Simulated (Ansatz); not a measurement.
Geometry relaxation, with input and output: CH$_{5}$GaO (part 2 of 2)

Continued. System: CH$_{5}$GaO. Method: RHF/def2-SVP (Ansatz 0.2.0). The input holds or restrains some coordinates. Forces given for the steps count only the free coordinates. It belongs to a series of runs on one base structure; here: pulled along the bonds that form and break, towards end B.

Geometry of the input (Å):
```
Ga 0.0000  0.0000  0.0000
O  1.2796  0.0000  1.5240
H  0.3701  -0.2814  1.8612
H  1.7552  0.0000  0.2282
C  -1.7147  0.0000  -0.9900
H  -2.2748  -0.9305  -0.7608
H  -2.3188  0.8797  -0.6846
H  -1.5130  0.0508  -2.0803
```

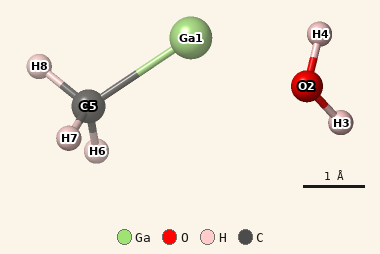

Fig. 1: The geometry at step 13 of the log (ball-and-stick view, seen at a tilt; atoms are numbered from 1 in the order of the input).

**Trajectory as extended XYZ, continued**
```
8
Properties=species:S:1:pos:R:3:forces:R:3 step=4 energy=-55467.18399
Ga   -0.4055    0.0051   -0.3264    9.6198  -0.0249   3.6896
O     1.5706   -0.0150    1.6205   -1.2413  -0.6556  -0.8708
H     0.5235   -0.2574    1.8020    5.7713   1.0136  -2.0064
H     1.9708   -0.0166    0.6290   -3.2276  -0.4074   4.4737
C    -1.8825    0.0017   -1.0667   -7.7163   0.0207  -3.9388
H    -2.3066   -0.9378   -0.7726   -1.1391  -0.4657  -0.3365
H    -2.3539    0.8878   -0.6966   -1.2576   0.5040  -0.3111
H    -1.5327    0.0509   -2.0914   -0.8093   0.0152  -0.6996
8
Properties=species:S:1:pos:R:3:forces:R:3 step=5 energy=-55469.31001
Ga   -0.3909    0.0081   -0.4055    5.0891  -0.0269   1.6390
O     1.6541   -0.0261    1.7180   -0.2918  -0.2147   0.2787
H     0.6904   -0.2360    1.7588    2.8525   0.4073  -0.8224
H     2.0283   -0.0337    0.8143   -1.6661  -0.2219   1.6354
C    -2.0046    0.0030   -1.1321   -2.6225   0.0113  -1.1093
H    -2.3716   -0.9515   -0.7981   -1.1304  -0.3002  -0.4036
H    -2.4225    0.9030   -0.7215   -1.2085   0.3258  -0.3929
H    -1.5995    0.0518   -2.1362   -1.0221   0.0193  -0.8250
8
Properties=species:S:1:pos:R:3:forces:R:3 step=6 energy=-55470.49041
Ga   -0.2282    0.0072   -0.5110    1.4058  -0.0786  -0.0638
O     1.7015    0.0285    1.8431    2.2161   0.2380  -1.1604
H     0.8196   -0.2735    1.7824   -0.1395  -0.3323  -0.2891
H     2.1284   -0.0660    0.9514   -1.5298   0.0859   2.2580
C    -2.0458    0.0072   -1.1408    0.2339   0.0893  -0.1471
H    -2.4819   -0.9453   -0.8485   -0.6517   0.0919  -0.2360
H    -2.5308    0.9065   -0.7712   -0.6880  -0.0935  -0.2780
H    -1.7792    0.0540   -2.2077   -0.8468  -0.0007  -0.0836
8
Properties=species:S:1:pos:R:3:forces:R:3 step=7 energy=-55470.78703
Ga   -0.1527   -0.0303   -0.4809   -0.0835  -0.1753  -0.5332
O     1.7558    0.1519    1.8774   -0.2604  -1.5268  -1.6988
H     0.9466   -0.4026    1.8667    1.8796   1.0187   0.1389
H     2.1893   -0.0702    1.0095   -1.1635   0.5478   2.2663
C    -2.0545    0.0168   -1.1497    0.1631   0.0606  -0.3921
H    -2.6022   -0.9120   -0.9247   -0.0507   0.3347  -0.0190
H    -2.6204    0.9103   -0.8544   -0.1268  -0.2696  -0.0762
H    -1.8781    0.0546   -2.2462   -0.3578   0.0098   0.3141
8
Properties=species:S:1:pos:R:3:forces:R:3 step=8 energy=-55470.97201
Ga   -0.1047   -0.2089   -0.5565   -0.1242  -0.1871  -0.5372
O     1.6767    0.2285    1.8428    0.5706  -0.5910  -0.8816
H     1.0127   -0.4506    1.9390    0.6269   0.3106   0.0159
H     2.1640   -0.0287    1.0367   -0.8788   0.3784   1.4435
C    -2.0250    0.0381   -1.1645    0.0843   0.0983  -0.1116
H    -2.5882   -0.8684   -0.9301   -0.1469  -0.0973   0.0417
H    -2.5895    0.9018   -0.8119   -0.0333   0.0841   0.1050
H    -1.9625    0.1068   -2.2578   -0.0985   0.0039  -0.0757
8
Properties=species:S:1:pos:R:3:forces:R:3 step=9 energy=-55471.07178
Ga   -0.0739   -0.3897   -0.6364   -0.1027  -0.1947  -0.4749
O     1.5835    0.3090    1.7807    0.5171  -0.6726  -0.7100
H     1.0519   -0.4450    2.0224    0.4176   0.3332  -0.0081
H     2.1148   -0.0169    1.0353   -0.7420   0.4677   1.1471
C    -1.9926    0.0396   -1.1711   -0.0632   0.0456  -0.0272
H    -2.5878   -0.8582   -0.9650   -0.0829  -0.0212   0.0088
H    -2.5015    0.8906   -0.7090    0.0743   0.0213   0.0516
H    -2.0109    0.1892   -2.2590   -0.0181   0.0206   0.0127
8
Properties=species:S:1:pos:R:3:forces:R:3 step=10 energy=-55471.09717 accepted=F
Ga   -0.0530   -0.4900   -0.7642   -0.0508  -0.1627  -0.3351
O     1.4623    0.3704    1.7027   -0.2441  -2.7804   0.7899
H     1.1718   -0.4593    2.1756    0.6323   2.2870  -0.9575
H     2.0382   -0.0159    1.0374   -0.3255   0.6068   0.4198
C    -1.9865    0.0338   -1.1833    0.0644   0.1284   0.4534
H    -2.6037   -0.8530   -0.9797   -0.0775   0.1349  -0.0324
H    -2.4080    0.8944   -0.6358    0.1172  -0.2854  -0.1846
H    -2.0375    0.2380   -2.2550   -0.1159   0.0715  -0.1535
8
Properties=species:S:1:pos:R:3:forces:R:3 step=11 energy=-55471.11506
Ga   -0.0532   -0.4188   -0.6971   -0.0790  -0.2005  -0.4314
O     1.5192    0.3357    1.7416    0.3979  -1.1420  -0.4713
H     1.1103   -0.4572    2.0958    0.3683   0.6793  -0.1088
H     2.0782   -0.0206    1.0341   -0.6440   0.5901   0.9352
C    -1.9869    0.0357   -1.1719   -0.0714   0.0205   0.0632
H    -2.5993   -0.8538   -0.9662   -0.0185   0.0698   0.0017
H    -2.4609    0.8939   -0.6823    0.0786  -0.0450   0.0073
H    -2.0237    0.2037   -2.2564   -0.0318   0.0278   0.0040
8
Properties=species:S:1:pos:R:3:forces:R:3 step=12 energy=-55471.16407
Ga   -0.0202   -0.4696   -0.7733   -0.1285  -0.1316  -0.3604
O     1.4455    0.3385    1.7147    0.5676  -0.9571  -0.5244
H     1.1486   -0.4587    2.1523    0.2149   0.5269  -0.1462
H     2.0392    0.0016    1.0256   -0.7138   0.5349   0.9444
C    -1.9682    0.0332   -1.1639   -0.0808   0.0059  -0.0202
H    -2.6046   -0.8372   -0.9565    0.0040  -0.0077   0.0320
H    -2.4160    0.8935   -0.6562    0.1267   0.0072   0.0612
H    -2.0407    0.2175   -2.2449    0.0099   0.0216   0.0136
8
Properties=species:S:1:pos:R:3:forces:R:3 step=13 energy=-55471.22772
Ga    0.0376   -0.4907   -0.9101   -0.1310  -0.0967  -0.3095
O     1.3267    0.3274    1.6699    0.7045  -0.6193  -0.6215
H     1.1501   -0.4340    2.2115    0.0695   0.2307  -0.0751
H     1.9687    0.0084    1.0178   -0.7507   0.4616   0.8902
C    -1.9364    0.0188   -1.1640    0.0514   0.0240   0.0840
H    -2.5811   -0.8307   -0.9049    0.0047   0.0147   0.0197
H    -2.2828    0.8880   -0.5936    0.0521  -0.0311  -0.0017
H    -2.0993    0.2314   -2.2287   -0.0005   0.0161   0.0139
8
Properties=species:S:1:pos:R:3:forces:R:3 step=14 energy=-55471.24952
Ga    0.0554   -0.5146   -0.9580   -0.1129  -0.0773  -0.2667
O     1.2707    0.3188    1.6494    0.7338  -0.3155  -0.7765
H     1.1478   -0.4241    2.2217    0.0179  -0.0174   0.0744
H     1.9331    0.0240    1.0080   -0.7335   0.3940   0.8635
C    -1.9177    0.0153   -1.1570    0.0809  -0.0204   0.0763
H    -2.5669   -0.8263   -0.8853   -0.0039   0.0081   0.0158
H    -2.2301    0.8830   -0.5681    0.0274   0.0150   0.0318
H    -2.1086    0.2425   -2.2129   -0.0098   0.0134  -0.0187
8
Properties=species:S:1:pos:R:3:forces:R:3 step=15 energy=-55471.26309
Ga    0.0705   -0.5250   -1.0073   -0.1075  -0.0585  -0.2296
O     1.2147    0.2966    1.6329    0.7476   0.2694  -1.2157
H     1.1699   -0.4028    2.2519   -0.0081  -0.5371   0.4941
H     1.8969    0.0328    1.0004   -0.7234   0.3190   0.8542
C    -1.9045    0.0121   -1.1555    0.1092  -0.0454   0.0736
H    -2.5551   -0.8237   -0.8712   -0.0100   0.0007   0.0173
H    -2.1871    0.8780   -0.5505    0.0111   0.0352   0.0431
H    -2.1215    0.2506   -2.2030   -0.0189   0.0167  -0.0369
8
Properties=species:S:1:pos:R:3:forces:R:3 step=16 energy=-55471.28988
Ga    0.1169   -0.5031   -1.1214   -0.0952  -0.0411  -0.1637
O     1.1232    0.2748    1.5879    0.8370  -0.2865  -0.8501
H     1.1345   -0.3633    2.2847   -0.0173  -0.0551   0.0921
H     1.8393    0.0077    0.9930   -0.7995   0.3715   0.8419
C    -1.8684    0.0050   -1.1480    0.0661   0.0246   0.0799
H    -2.4997   -0.8245   -0.8071    0.0071  -0.0027  -0.0019
H    -2.0916    0.8727   -0.5174    0.0080  -0.0073  -0.0075
H    -2.1706    0.2493   -2.1740   -0.0062  -0.0035   0.0092
8
Properties=species:S:1:pos:R:3:forces:R:3 step=17 energy=-55471.28974
Ga    0.1211   -0.4909   -1.1347   -0.0898  -0.0349  -0.1517
O     1.1178    0.2622    1.5843    0.7751  -0.1552  -0.9262
H     1.1342   -0.3498    2.3029    0.0635  -0.1155   0.0635
H     1.8368    0.0014    0.9892   -0.8177   0.2974   0.9412
C    -1.8669    0.0052   -1.1484    0.0517   0.0120   0.0669
H    -2.4919   -0.8281   -0.8041    0.0142   0.0058  -0.0099
H    -2.0936    0.8717   -0.5175    0.0130  -0.0031  -0.0064
H    -2.1739    0.2469   -2.1739   -0.0099  -0.0065   0.0227
8
Properties=species:S:1:pos:R:3:forces:R:3 step=18 energy=-55471.30061
Ga    0.1576   -0.4581   -1.2047   -0.1266  -0.0122  -0.1175
O     1.0624    0.2503    1.5546    0.8780  -0.3539  -0.7990
H     1.0833   -0.3375    2.2961   -0.0072  -0.0020  -0.0034
H     1.8008   -0.0220    0.9892   -0.8386   0.3720   0.8587
C    -1.8383    0.0070   -1.1388    0.0479  -0.0032   0.0457
H    -2.4297   -0.8268   -0.7399    0.0190   0.0099   0.0022
H    -2.0375    0.8835   -0.5120    0.0068  -0.0090  -0.0079
H    -2.2150    0.2222   -2.1468    0.0206  -0.0016   0.0212
8
Properties=species:S:1:pos:R:3:forces:R:3 step=19 energy=-55471.30755
Ga    0.2225   -0.4290   -1.3218   -0.2084   0.0308  -0.0115
O     0.9689    0.2604    1.4902    1.0378  -0.5488  -0.7569
H     0.9070   -0.3512    2.2127   -0.0127   0.0899  -0.0921
H     1.7406   -0.0307    0.9769   -0.9588   0.4542   0.8712
C    -1.7714    0.0078   -1.0958   -0.0906  -0.1175  -0.1044
H    -2.3102   -0.8235   -0.6109    0.1140   0.1490  -0.0906
H    -1.9234    0.9017   -0.4793    0.0158  -0.0269  -0.0313
H    -2.2506    0.1831   -2.0742    0.1027  -0.0307   0.2156
8
Properties=species:S:1:pos:R:3:forces:R:3 step=20 energy=-55471.31138
Ga    0.2222   -0.4671   -1.3146   -0.1206   0.0273  -0.0123
O     0.9406    0.2718    1.4803    0.9740  -0.5433  -0.6719
H     0.8692   -0.3945    2.1536   -0.0088   0.1565  -0.1224
H     1.7224    0.0212    0.9646   -0.8882   0.3815   0.8228
C    -1.7527    0.0079   -1.0777   -0.0251  -0.0634  -0.0555
H    -2.2971   -0.8132   -0.5910    0.0330   0.0583  -0.0142
H    -1.8901    0.9067   -0.4679    0.0222  -0.0047   0.0221
H    -2.2310    0.1858   -2.0496    0.0135  -0.0122   0.0315
8
Properties=species:S:1:pos:R:3:forces:R:3 step=21 energy=-55471.31338
Ga    0.2280   -0.4443   -1.3499   -0.0646  -0.0020  -0.0238
O     0.9180    0.2596    1.4663    0.9673  -0.3809  -0.7980
H     0.8551   -0.3661    2.1738   -0.0045   0.0039  -0.0052
H     1.7031   -0.0015    0.9615   -0.8826   0.3705   0.8242
C    -1.7441    0.0031   -1.0824    0.0134   0.0105   0.0369
H    -2.2700   -0.8150   -0.5758   -0.0041  -0.0120  -0.0082
H    -1.8543    0.8978   -0.4599   -0.0123   0.0058  -0.0185
H    -2.2522    0.1850   -2.0359   -0.0127   0.0043  -0.0074
```

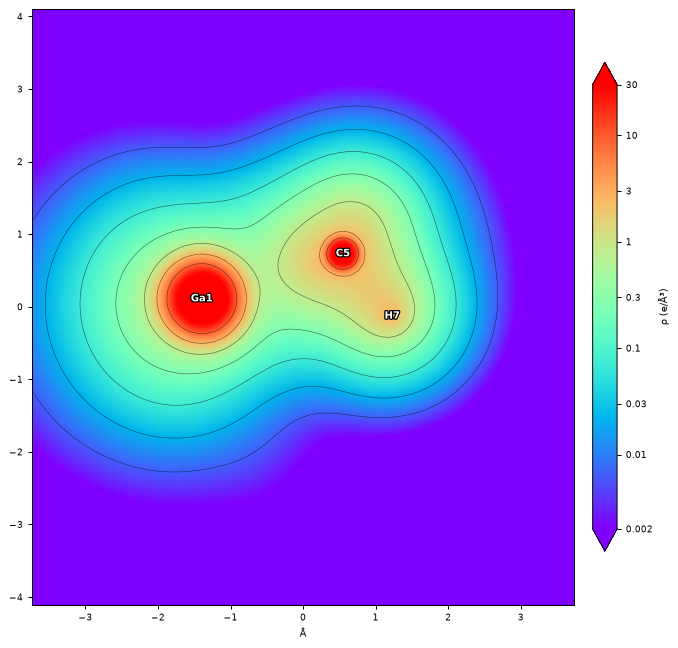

Fig. 2: Total electron density on the plane of atoms Ga1, C5 and H7. Atoms in the plane: Ga, C and H. C–Ga (2.04 Å): ρ at the midpoint is about 0.71 e/Å³. C–H (1.10 Å): ρ is about 1.9 e/Å³ halfway.

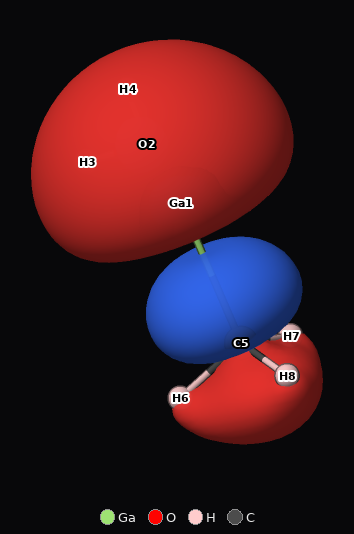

Fig. 3: One frontier orbital at ±0.1 Å⁻³ᐟ² (red and blue are the two phases), seen at an oblique angle. The HOMO, at −7.47 eV. By Hirshfeld shares it lies mainly on Ga1 (70 %) and C5 (20 %).

**Key numbers**

- outcome: converged under the restraints of the input
- total energy: −55471.3134 eV
- mean-field energy: −55471.3134 eV
- largest force (length of the vector) at the end, held atoms and coordinates included: 1.311 eV/Å
- wall time: 37 s
- peak memory: 0.16 GiB
